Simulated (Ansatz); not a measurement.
**CH₃AlOS: density, localisation and related maps**

The calculation's input:

```
crystal:
  periodic: [false, false, false]
  atoms:
    - {symbol: C, position_ang: [-0.459992, 0.848672, -0.043742]}
    - {symbol: O, position_ang: [0.318347, 0.263204, 0.970473]}
    - {symbol: Al, position_ang: [0.681244, -1.185219, 0.110325]}
    - {symbol: S, position_ang: [-0.499077, -0.349510, -1.486480]}
    - {symbol: H, position_ang: [-0.019831, 1.785001, -0.393373]}
    - {symbol: H, position_ang: [-1.487600, 1.013091, 0.287445]}
    - {symbol: H, position_ang: [1.528210, -2.443240, 0.509653]}
basis:
  gaussian: {orbitals: def2-TZVPP}
hamiltonian: {xc: pbe0, dispersion: d4}
output: {orbitals: {seedname: orbitals}}
```

Run with:

```sh
ansatz run in.yaml --threads 2 --pin off --events-out ev --progress --plain --max-ram 4352MiB
```

Geometry: PBE0-D4/def2-TZVP.

All numbers below come from Ansatz, RKS PBE0-D4/def2-TZVPP.

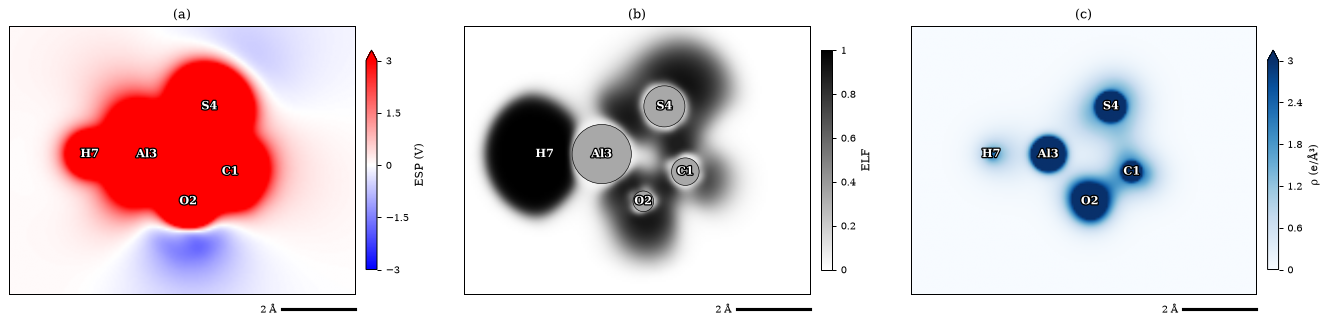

Figure 1. (a) electrostatic potential; (b) ELF; (c) electron density on the plane of atoms O2, Al3 and S4. Grey discs cover the atomic cores in the ELF map.

### What do the fields say about this system?

- The section cuts through C, O, Al, S and H sites.
- C–O (1.41 Å): ρ at the midpoint is about 2.1 e/Å³, with its minimum of 1.8 e/Å³ about 0.5 Å from C; the ELF peaks at about 0.85 between the atoms (a polar covalent bond).
- Al–O (1.72 Å): ρ is about 0.89 e/Å³ halfway; the ELF peaks at about 0.85 in the valence shell of O, 0.6 Å from its nucleus, and is about 0.45 at the midpoint.
- C–S (1.88 Å): ρ at the midpoint is about 1.1 e/Å³; the ELF peaks at about 0.90 between the atoms (a shared electron pair).
- Al–S (2.15 Å): ρ is about 0.69 e/Å³ halfway; the ELF peaks at about 0.85 in the valence shell of S, 0.9 Å from its nucleus, and is about 0.80 at the midpoint.
- C–Al (2.34 Å): ρ at the midpoint is about 0.45 e/Å³; the ELF peaks at about 0.55 in the valence shell of C, 0.7 Å from its nucleus, and is about 0.25 at the midpoint.
- The ELF also peaks beside O2 and S4, away from the bonds: lone-pair regions.
- Outside the dense part of the molecule the potential is most negative (−1.8 V) near O2.

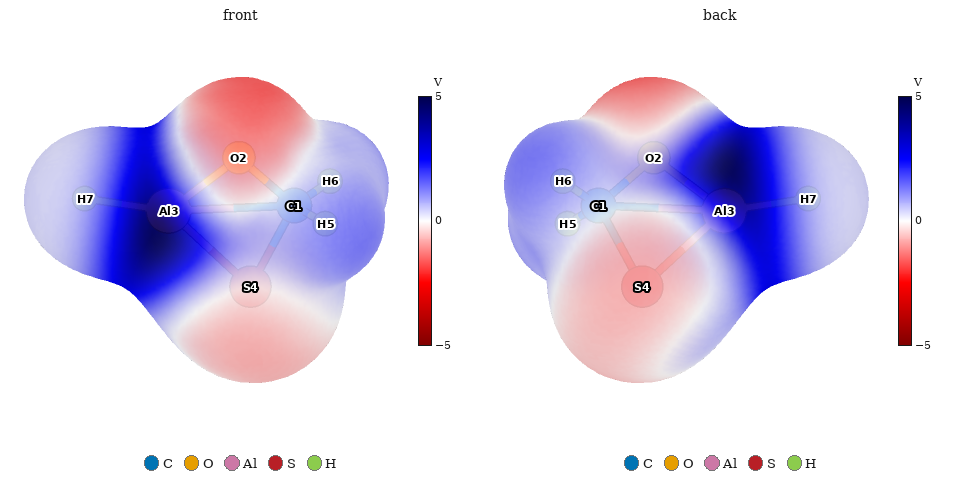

Figure 2. The electrostatic potential painted on the density surface at 0.004 e/bohr³, seen from the front and from behind; red is negative and blue positive.

### Describe the electrostatic potential map.

The most negative region (about −1.6 V) lies over O2, the most positive (about +4.8 V) over Al3. O2 is the likeliest acceptor of a hydrogen bond.

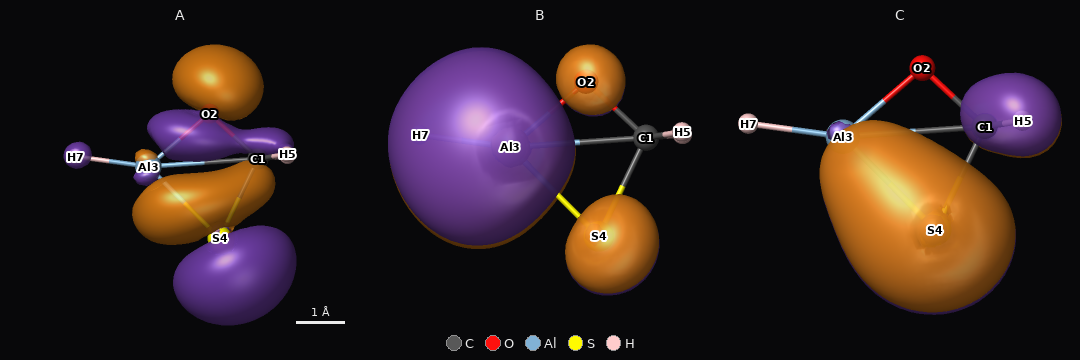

Figure 3. Three frontier orbitals at ±0.08 Å⁻³ᐟ² (orange and purple are the two phases), in no order.

### Which picture is the HOMO−1, the HOMO and the LUMO?

A is the HOMO−1 (−8.22 eV). It lies mainly on S4 (about 50 %), O2 (about 35 %), Al3 (about 10 %) and C1 (about 5 %); largely a combination of lone pairs on S4 and O2. C is the HOMO (−7.26 eV). It lies mainly on S4 (about 75 %) and C1 (about 5 %); largely a lone pair of S4. B is the LUMO (−0.88 eV). Its weight (Hirshfeld) is mainly on Al3 (about 75 %), S4 (about 10 %) and H7 (about 10 %).

### What is the HOMO–LUMO gap?

6.38 eV between the orbital energies.

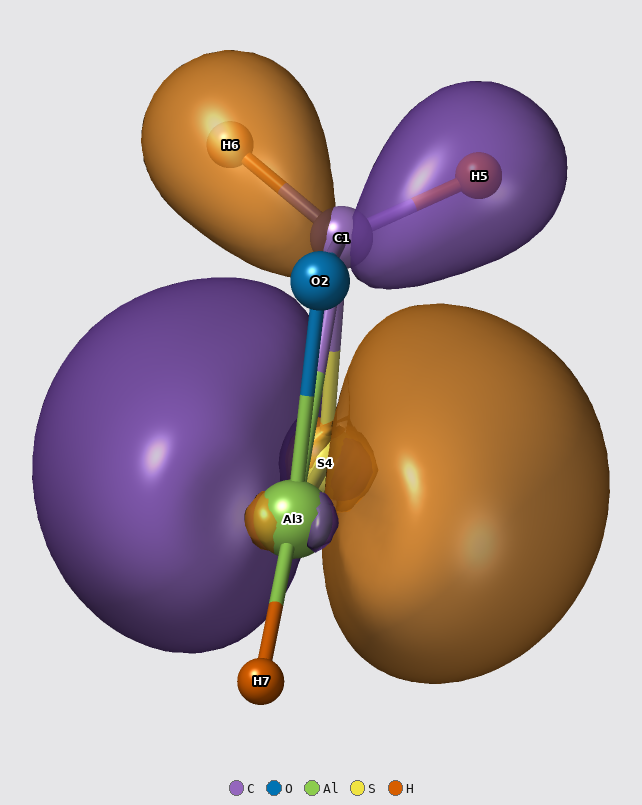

Figure 4. One frontier orbital at ±0.08 Å⁻³ᐟ² (orange and purple are the two phases), seen at an oblique angle.

### Which orbital is it: HOMO or LUMO?

The HOMO, at −7.26 eV. By Hirshfeld shares it lies mainly on S4 (about 75 %) and C1 (about 5 %); largely a lone pair of S4.
